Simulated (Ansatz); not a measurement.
# doublet [SiH2S2]+ at 5 levels

Wanted: a comparison of 5 runs (UHF/STO-3G, UHF/3-21G, UHF/def2-SVPD, UB3LYP/6-31G*, UMP2/def2-SVPD) of doublet [SiH2S2]+. 

Program for the calculation: Ansatz 0.2.0.

18 further runs of the same task are left out: 18 set aside as unsound or not needed.

### Step 1. The system as given

[SiH2S2]+ has 5 atoms, charge +1, and is taken as a doublet. As SMILES of the parent species, `S[Si]S`. The coordinates come from a PBE0-D4/def2-TZVP relaxation. This is one conformer, not always the lowest. That shape belongs to the parent species and isn't relaxed for this state.

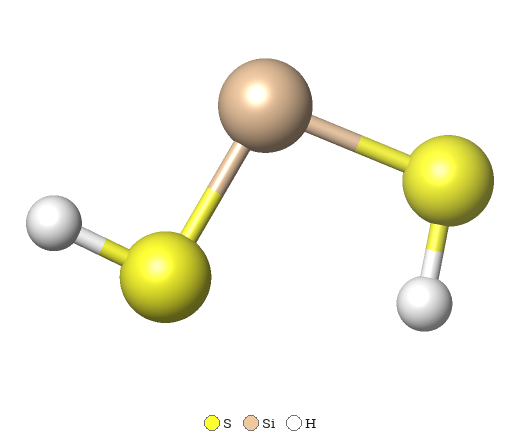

Viewed from a chosen angle; sulfur yellow, silicon light orange, hydrogen white.

### Step 2. The energy at UHF/STO-3G (run 1)

The input, molecule.yaml:

```yaml
crystal:
  periodic: [false, false, false]
  atoms:
    - symbol: S
      position_ang: [-0.640700, -1.023800, -0.541200]
    - symbol: Si
      position_ang: [-0.655200, 0.968900, 0.237800]
    - symbol: S
      position_ang: [1.426500, 1.117300, 0.734200]
    - symbol: H
      position_ang: [-1.954700, -1.042200, -0.825100]
    - symbol: H
      position_ang: [1.874100, -0.093900, 0.352900]
basis:
  gaussian:
    orbitals: STO-3G
magnetization:
  spin_polarized: true
  initial_magnetization: 1
hamiltonian:
  xc: hf
output: {orbitals: {seedname: orbitals}}
total_charge: 1
accuracy: high
```

On the command line:

```console
ansatz run molecule.yaml --threads 1 --pin off --max-ram 2610MiB --events-out events.jsonl --progress --plain --runs-dir runs
```

The log of the run:

```text
Warning: RAYON_NUM_THREADS=1 ignored (pool sized by the plan → 1); use --threads N
Functional definition: HF
  name "HF"
  exchange = exact_x
  correlation = 0
535 factors; integrals over basis functions are off by at most 8.9e-9 eV
mean field evaluation 1: about -29191.8178 eV, gradient 1.8e1 eV
mean field evaluation 2: about -29191.8610 eV, gradient 1.9e1 eV
mean field evaluation 4: about -29195.4517 eV, gradient 1.6e0 eV
mean field evaluation 8: about -29195.5170 eV, gradient 2.7e-2 eV
mean field evaluation 16: about -29190.4277 eV, gradient 1.4e1 eV
mean field evaluation 32: about -29195.0933 eV, gradient 1.8e0 eV
mean field evaluation 64: about -29195.2497 eV, gradient 8.4e-2 eV
mean field evaluation 96: about -29193.7036 eV, gradient 1.3e0 eV
mean field -29195.51696114 eV, -1072.9154588898 hartree, gradient 2.3e-8 eV, S^2 0.769038; 2 other end points of the search recorded, 0 dependent functions left out
reference -29195.51696114 eV, -1072.9154588898 hartree; 24, 23 occupied and 5, 6 virtual orbitals, 535 factors
Total energy: -29195.51696114 eV, -1072.9154588898 hartree
```

It took 0.4 s on 1 thread of AMD EPYC 9R45 (Zen 5), shared host.

### Step 3. A single-point energy at UHF/3-21G (run 2)

The input, job.yaml:

```yaml
basis:
  gaussian:
    orbitals: 3-21G.json
crystal:
  periodic: [false, false, false]
  atoms:
    - {symbol: S, position_ang: [-0.640700, -1.023800, -0.541200]}
    - {symbol: Si, position_ang: [-0.655200, 0.968900, 0.237800]}
    - {symbol: S, position_ang: [1.426500, 1.117300, 0.734200]}
    - {symbol: H, position_ang: [-1.954700, -1.042200, -0.825100]}
    - {symbol: H, position_ang: [1.874100, -0.093900, 0.352900]}
total_charge: 1
magnetization:
  spin_polarized: true
  initial_magnetization: 1
hamiltonian:
  xc: hf
accuracy: high
output: {orbitals: {seedname: orbitals}}
```

The basis set 3-21G is read from a file made from the Basis Set Exchange's data (not shown).

On the command line:

```console
ansatz run job.yaml --threads 1 --pin off --max-ram 2610MiB --events-out events.jsonl --progress --plain --runs-dir runs
```

The log of the run:

```text
Warning: RAYON_NUM_THREADS=1 ignored (pool sized by the plan → 1); use --threads N
[... 4 set-up lines as earlier in the session ...]
945 factors; integrals over basis functions are off by at most 5.4e-9 eV
mean field evaluation 1: about -29368.3601 eV, gradient 1.7e1 eV
mean field evaluation 2: about -29368.3625 eV, gradient 1.7e1 eV
mean field evaluation 4: about -29371.0193 eV, gradient 1.6e0 eV
mean field evaluation 8: about -29371.0873 eV, gradient 9.1e-2 eV
mean field evaluation 16: about -29371.0881 eV, gradient 2.7e-8 eV
mean field evaluation 32: about -29370.2606 eV, gradient 8.5e-1 eV
mean field evaluation 64: about -29371.0828 eV, gradient 9.1e-2 eV
mean field -29371.08806538 eV, -1079.3675779643 hartree, gradient 2.7e-8 eV, S^2 0.766535; 2 other end points of the search recorded, 0 dependent functions left out
reference -29371.08806538 eV, -1079.3675779643 hartree; 24, 23 occupied and 19, 20 virtual orbitals, 945 factors
Total energy: -29371.08806538 eV, -1079.3675779643 hartree
```

It took 0.72 s on 1 thread of AMD EPYC 9R45 (Zen 5), shared host; peak memory 0.14 GiB.

Run 3 isn't shown in full; the table further down has it.

### Step 4. A single-point energy at UB3LYP/6-31G(d) (spherical functions) (run 4)

The input, run.yaml:

```yaml
crystal:
  periodic: [false, false, false]
  atoms:
    - {symbol: S, position_ang: [-0.640700, -1.023800, -0.541200]}
    - {symbol: Si, position_ang: [-0.655200, 0.968900, 0.237800]}
    - {symbol: S, position_ang: [1.426500, 1.117300, 0.734200]}
    - {symbol: H, position_ang: [-1.954700, -1.042200, -0.825100]}
    - {symbol: H, position_ang: [1.874100, -0.093900, 0.352900]}
basis:
  gaussian:
    orbitals: 6-31Gs-spherical.json
accuracy: high
magnetization:
  spin_polarized: true
  initial_magnetization: 1
total_charge: 1
hamiltonian:
  xc: {name: B3LYP}
output: {orbitals: {seedname: orbitals}}
```

The basis set 6-31G* is read from a file made from the Basis Set Exchange's data (not shown).

On the command line:

```console
ansatz run run.yaml --threads 1 --pin off --max-ram 2610MiB --events-out events.jsonl --progress --plain --runs-dir runs
```

The log of the run:

```text
Warning: RAYON_NUM_THREADS=1 ignored (pool sized by the plan → 1); use --threads N
Functional definition: B3LYP
  name "B3LYP"
  parameter a0 = 0.2
  parameter ax = 0.72
  parameter ac = 0.81
  exchange = (1 - a0 - ax)*slater_x + ax*b88_x + a0*exact_x
  correlation = (1 - ac)*vwn_rpa_c + ac*lyp_c
1184 factors; integrals over basis functions are off by at most 3.3e-9 eV
mean field evaluation 1: about -29567.6577 eV, gradient 2.4e1 eV
mean field evaluation 2: about -29550.9887 eV, gradient 5.2e1 eV
mean field evaluation 4: about -29571.9174 eV, gradient 2.7e0 eV
mean field evaluation 8: about -29572.0943 eV, gradient 1.6e-1 eV
mean field evaluation 16: about -29572.0945 eV, gradient 1.9e-4 eV
mean field evaluation 32: about -29572.0945 eV, gradient 3.6e-7 eV
mean field -29572.09453341 eV, -1086.7544294173 hartree, gradient 3.4e-8 eV, S^2 0.754892; 5 other end points of the search recorded, 0 dependent functions left out
reference -29572.09456736 eV, -1086.7544306648 hartree; 24, 23 occupied and 34, 35 virtual orbitals, 1184 factors
Total energy: -29572.09456736 eV, -1086.7544306648 hartree
```

Run time: 6.3 s. Hardware: 1 thread of AMD EPYC 9R45 (Zen 5), shared host; peak memory 0.26 GiB.

### Step 5. The energy at UMP2/def2-SVPD (run 5)

The input, in.yaml:

```yaml
crystal:
  periodic: [false, false, false]
  atoms:
    - {symbol: S, position_ang: [-0.640700, -1.023800, -0.541200]}
    - {symbol: Si, position_ang: [-0.655200, 0.968900, 0.237800]}
    - {symbol: S, position_ang: [1.426500, 1.117300, 0.734200]}
    - {symbol: H, position_ang: [-1.954700, -1.042200, -0.825100]}
    - {symbol: H, position_ang: [1.874100, -0.093900, 0.352900]}
basis:
  gaussian: {orbitals: def2-SVPD}
total_charge: 1
magnetization: {spin_polarized: true, initial_magnetization: 1}
correlation: {method: mp2, frozen_orbitals: {H: 0, S: 5, Si: 5}}
accuracy: high
```

On the command line:

```console
ansatz run in.yaml --threads 1 --pin off --max-ram 2610MiB --events-out events.jsonl --progress --plain --runs-dir runs
```

The log of the run, cut to the lines that bear on the results:

```text
Warning: RAYON_NUM_THREADS=1 ignored (pool sized by the plan → 1); use --threads N
[... 2 set-up lines as earlier in the session ...]
[...]
1747 factors; integrals over basis functions are off by at most 3.6e-9 eV
[...]
mean field -29512.10443821 eV, -1084.5498340814 hartree, gradient 4.0e-8 eV, S^2 0.766617; 2 other end points of the search recorded, 0 dependent functions left out
15 core orbitals not correlated: weight in the atoms' cores, before any rotation towards them, 1.000 or more for the frozen orbitals, at most 0.000 for the correlated occupied ones
reference -29512.10443821 eV, -1084.5498340814 hartree; 9, 8 occupied and 70, 71 virtual orbitals, 1747 factors
second order -9.36403133 eV of doubles, -0.00000000 eV of singles
Total energy: -29521.46846954 eV, -1084.8939558857 hartree
```

Wall time 3.3 s (1 thread of AMD EPYC 9R45 (Zen 5), shared host); peak memory 0.33 GiB.

### Step 6. All runs side by side

```
run                                level  frozen core orbitals   energy (Eh)  HOMO energy (eV)  LUMO energy (eV)   ⟨S²⟩  wall time
  1                           UHF/STO-3G                     –  -1072.915459            -13.35             -4.66  0.769      0.4 s
  2                            UHF/3-21G                     –  -1079.367578            -16.20             -8.01  0.767     0.72 s
  3                        UHF/def2-SVPD                     –  -1084.549834            -15.84             -7.42  0.767      3.3 s
  4  UB3LYP/6-31G* (spherical functions)                     –  -1086.754431            -13.11            -11.51  0.755      6.3 s
  5                       UMP2/def2-SVPD                    15  -1084.893956                 –                 –  0.767      3.3 s
```

### Step 7. Summary of results

| quantity | value |
| --- | --- |
| run 5: total energy | -1084.89396 Eh |
| run 5: correlation energy (15 core orbitals frozen) | -344.1 mEh |
| run 5: ⟨S²⟩ of the reference determinant | 0.767 |

**Reading.** In run 1 the basis is minimal, so the values are rough. All runs together took 14 s, the longest 6.3 s.
